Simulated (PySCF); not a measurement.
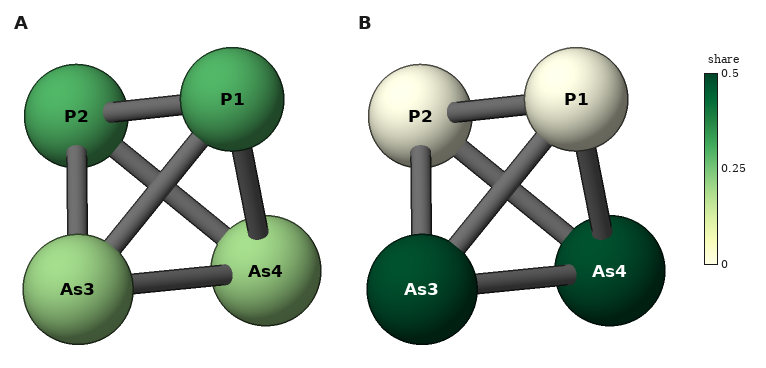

Each panel colours the atoms by their Löwdin share in one orbital (up to four of the largest shares; other atoms are shown as zero). The geometry was computed by an optimisation with PBE0-D3(BJ)/def2-SVP. No frequency run is at hand to confirm it as a minimum. Level of theory: ωB97X-D/def2-SVPD (PySCF 2.14.0).

The panels show the HOMO−2, LUMO, in some order. Which is which?

Answer. A: HOMO−2, −9.63 eV; P2 0.30, P1 0.30, As3 0.20, As4 0.20
B: LUMO, 0.50 eV; As4 0.48, As3 0.48
